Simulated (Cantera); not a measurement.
Charge: 1 mol C2F6, 1.1 mol F2, held at 1.70 mbar.

These are equilibrium values from Cantera (NASA tables, ideal gas, pure condensed phases), not measurements of a reactor. Candidate condensed phases: C; 23 gas species. Ions and electrons are included (thermal ionisation). The feed counts by its element totals alone. Gases not in the tables: C2F6 and larger saturated fluorocarbons. Rates play no part.

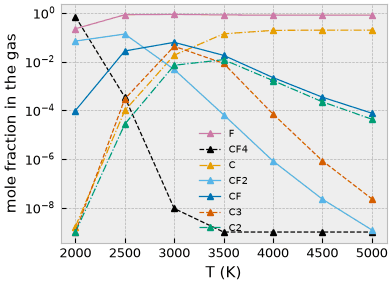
Figure. Equilibrium gas composition (values under 1e-9 drawn at 1e-9)

Read off the mole fractions at 5000 K.

F about 0.80, C about 0.20, CF about 7.6e-5, C2 about 4.3e-5, C3 about 2.3e-8.
